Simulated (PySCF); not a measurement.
Molecule: SMILES c1c(cccc1)CC. Atoms near the plane z = 0.0 Å, at the GFN2-xTB optimised geometry (x, y, z in Å): C2 (-1.5, -1.9, 0.0), C3 (-0.7, -0.6, 0.0), C4 (-1.4, 0.6, 0.0), C5 (-0.7, 1.8, 0.0), C6 (0.7, 1.8, 0.0), C7 (1.4, 0.6, 0.0), C8 (0.7, -0.6, 0.0), H12 (-0.9, -2.7, -0.5), H13 (-2.4, -1.8, -0.4), H14 (-2.5, 0.6, 0.0), H15 (-1.2, 2.7, 0.0), H16 (1.3, 2.7, 0.0), H17 (2.5, 0.5, 0.0), H18 (1.2, -1.6, 0.0).

Calculation: CAM-B3LYP/def2-SVP (PySCF). Cells within 0.4 Å of a nucleus heavier than hydrogen are left out (blank, or x). The values are rescaled to run from 0 to 1.

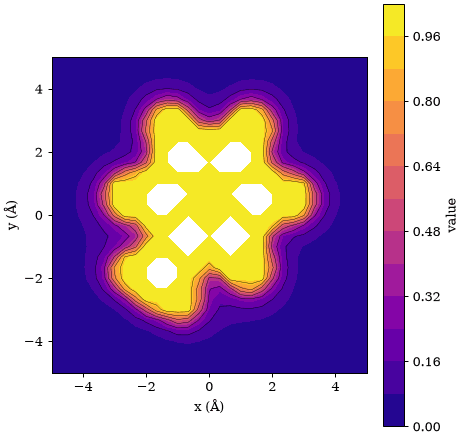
*a field on the plane z = 0.0 Å.*

Problem. Which quantity is mapped?
A. log10 of the electron density
B. electrostatic potential
C. electron localisation function
D. an orbital amplitude

Solution. B, electrostatic potential. In full: electrostatic potential (hartree/e), clipped to [-0.08, 0.12].
